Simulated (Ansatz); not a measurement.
## Electronic structure of Sn3Ge29 in real space

Input file:

```
crystal:
  lattice:
    - [11.5114346875, 0.0, 0.0]
    - [0.0, 11.5114346875, 0.0]
    - [0.0, 0.0, 11.5114346875]
  atoms:
    - { symbol: Sn, position: [0.0, 0.0, 0.0] }
    - { symbol: Ge, position: [0.0, 0.0, 0.5] }
    - { symbol: Ge, position: [0.0, 0.5, 0.0] }
    - { symbol: Ge, position: [0.0, 0.5, 0.5] }
    - { symbol: Sn, position: [0.5, 0.0, 0.0] }
    - { symbol: Ge, position: [0.5, 0.0, 0.5] }
    - { symbol: Ge, position: [0.5, 0.5, 0.0] }
    - { symbol: Ge, position: [0.5, 0.5, 0.5] }
    - { symbol: Ge, position: [0.0, 0.25, 0.25] }
    - { symbol: Ge, position: [0.0, 0.25, 0.75] }
    - { symbol: Ge, position: [0.0, 0.75, 0.25] }
    - { symbol: Ge, position: [0.0, 0.75, 0.75] }
    - { symbol: Ge, position: [0.5, 0.25, 0.25] }
    - { symbol: Ge, position: [0.5, 0.25, 0.75] }
    - { symbol: Ge, position: [0.5, 0.75, 0.25] }
    - { symbol: Ge, position: [0.5, 0.75, 0.75] }
    - { symbol: Ge, position: [0.25, 0.0, 0.25] }
    - { symbol: Ge, position: [0.25, 0.0, 0.75] }
    - { symbol: Ge, position: [0.25, 0.5, 0.25] }
    - { symbol: Ge, position: [0.25, 0.5, 0.75] }
    - { symbol: Ge, position: [0.75, 0.0, 0.25] }
    - { symbol: Ge, position: [0.75, 0.0, 0.75] }
    - { symbol: Ge, position: [0.75, 0.5, 0.25] }
    - { symbol: Ge, position: [0.75, 0.5, 0.75] }
    - { symbol: Ge, position: [0.25, 0.25, 0.0] }
    - { symbol: Ge, position: [0.25, 0.25, 0.5] }
    - { symbol: Ge, position: [0.25, 0.75, 0.0] }
    - { symbol: Ge, position: [0.25, 0.75, 0.5] }
    - { symbol: Ge, position: [0.75, 0.25, 0.0] }
    - { symbol: Ge, position: [0.75, 0.25, 0.5] }
    - { symbol: Ge, position: [0.75, 0.75, 0.0] }
    - { symbol: Ge, position: [0.75, 0.75, 0.5] }
    - { symbol: Ge, position: [0.125, 0.125, 0.125] }
    - { symbol: Ge, position: [0.125, 0.125, 0.625] }
    - { symbol: Ge, position: [0.125, 0.625, 0.125] }
    - { symbol: Ge, position: [0.125, 0.625, 0.625] }
    - { symbol: Ge, position: [0.625, 0.125, 0.125] }
    - { symbol: Ge, position: [0.625, 0.125, 0.625] }
    - { symbol: Ge, position: [0.625, 0.625, 0.125] }
    - { symbol: Ge, position: [0.625, 0.625, 0.625] }
    - { symbol: Ge, position: [0.125, 0.375, 0.375] }
    - { symbol: Ge, position: [0.125, 0.375, 0.875] }
    - { symbol: Sn, position: [0.125, 0.875, 0.375] }
    - { symbol: Ge, position: [0.125, 0.875, 0.875] }
    - { symbol: Ge, position: [0.625, 0.375, 0.375] }
    - { symbol: Ge, position: [0.625, 0.375, 0.875] }
    - { symbol: Ge, position: [0.625, 0.875, 0.375] }
    - { symbol: Ge, position: [0.625, 0.875, 0.875] }
    - { symbol: Ge, position: [0.375, 0.125, 0.375] }
    - { symbol: Sn, position: [0.375, 0.125, 0.875] }
    - { symbol: Sn, position: [0.375, 0.625, 0.375] }
    - { symbol: Ge, position: [0.375, 0.625, 0.875] }
    - { symbol: Ge, position: [0.875, 0.125, 0.375] }
    - { symbol: Ge, position: [0.875, 0.125, 0.875] }
    - { symbol: Ge, position: [0.875, 0.625, 0.375] }
    - { symbol: Ge, position: [0.875, 0.625, 0.875] }
    - { symbol: Sn, position: [0.375, 0.375, 0.125] }
    - { symbol: Ge, position: [0.375, 0.375, 0.625] }
    - { symbol: Ge, position: [0.375, 0.875, 0.125] }
    - { symbol: Ge, position: [0.375, 0.875, 0.625] }
    - { symbol: Ge, position: [0.875, 0.375, 0.125] }
    - { symbol: Ge, position: [0.875, 0.375, 0.625] }
    - { symbol: Ge, position: [0.875, 0.875, 0.125] }
    - { symbol: Ge, position: [0.875, 0.875, 0.625] }
scf:
  occupations: { method: gaussian, width: 0.05 }
output:
  forces: true
  stress: true
  eigenvalues: true
  write_density: true
  write_potential: true
  elf: true
  volumetric_format: npy
hamiltonian:
  xc: pbesol
kpoints:
  mp_grid: { grid: [2, 2, 2] }
relax:
  f_tol: 0.003
  cell: { stress_tol: 0.02 }
```

Command:

```sh
ansatz run input.yaml --threads 8 --pin off --max-ram 12288MiB --backend cpu --events-out ev --progress --plain --runs-dir out
```

Below, planes, directions and counts refer to the conventional cell (a = 11.52 Å, b = 11.53 Å, c = 11.53 Å, α = 89.99°, β = 89.97°, γ = 89.92°).

The fields are those of the relaxed geometry.

Space group P1.

All numbers below come from DFT PBEsol, scalar-relativistic, plane waves, PAW (Ansatz 0.2.0).

Core electrons are frozen (PAW), and the valence fields are smoothed inside the atomic spheres.

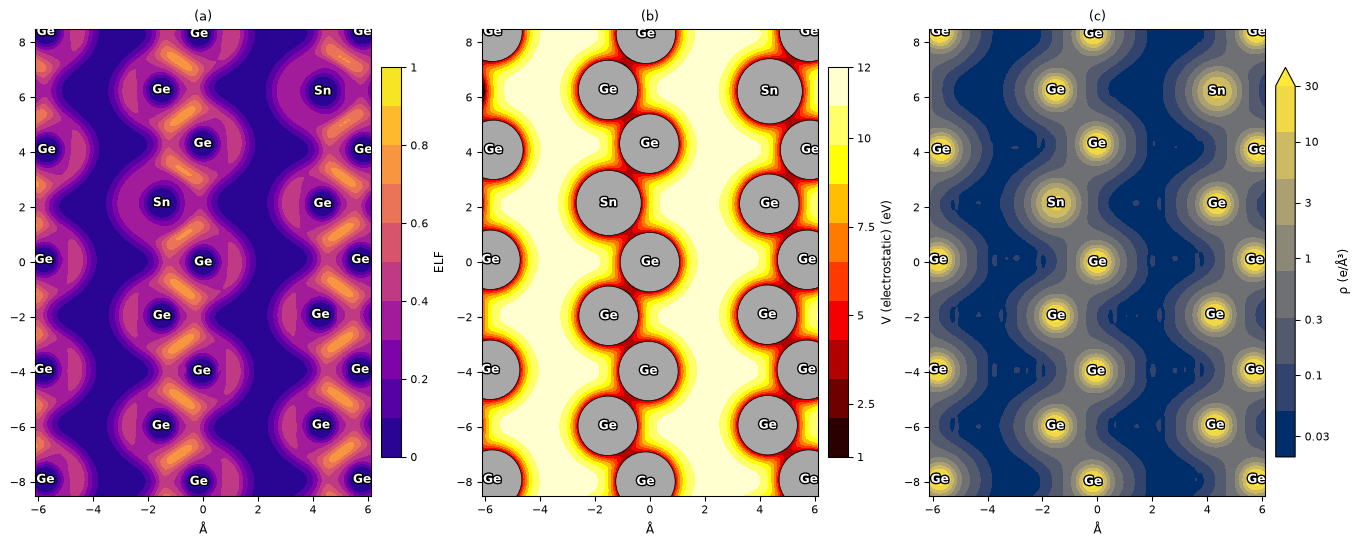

Figure 1. (a) electron localisation function; (b) electrostatic potential energy of an electron; (c) valence pseudo-density on the (101) plane of the conventional cell. Grey discs cover the atomic cores in the potential map.

Q: What does the map show?

A:
- The section cuts through Ge and Sn sites.
- Ge–Ge (2.46 Å): the density is about 0.49 e/Å³ at the midpoint; the ELF peaks at about 0.75 between the atoms (localised, covalent bonding).
- Sn–Ge (2.60 Å): the density is about 0.45 e/Å³ at the midpoint; the ELF peaks at about 0.70 between the atoms.
- Sn–Ge (2.63 Å): ρ at the midpoint is about 0.43 e/Å³; the ELF peaks at about 0.70 between the atoms.
- The density dies away to nearly zero in the voids.
- Outside the cores the potential energy rises away from the atoms and is highest about 2.5 Å from the nearest atoms; its zero is arbitrary.

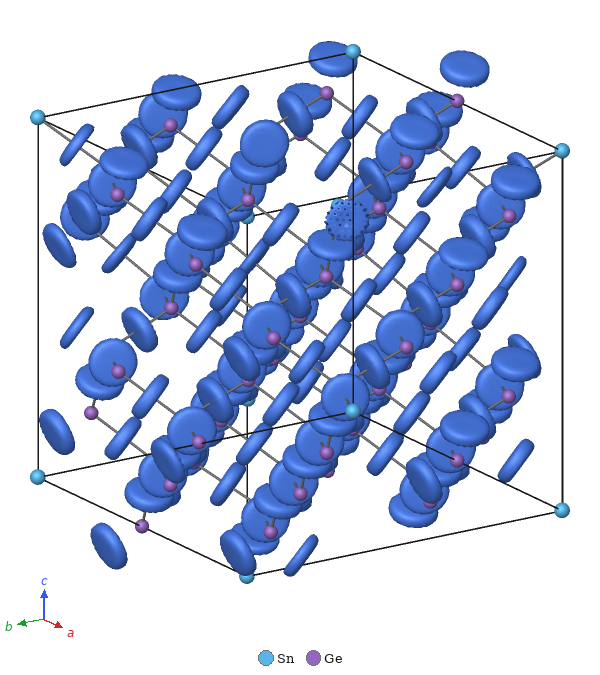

Figure 2. Isosurface of the ELF at 0.6 (blue), seen at an oblique angle. Only the valence region is drawn (cores and ρ < 0.01 e/Å³ removed). Sticks mark near contacts.

Q: Where are the electrons localised?

A: The ELF exceeds this value in 105 regions between bonded Ge–Ge atoms (shared pairs), 22 regions between bonded Ge–Sn atoms (shared pairs) and one region between bonded Sn–Sn atoms (shared pairs), counted in one cell of 64 atoms. Any copies at cell faces, edges or corners count once. Along the contacts the grid gives the following. Ge–Ge (2.44 Å): the ELF peaks at about 0.75 between the atoms, as expected for a shared electron pair. Sn–Ge (2.59 Å): the ELF peaks at about 0.70 between the atoms.
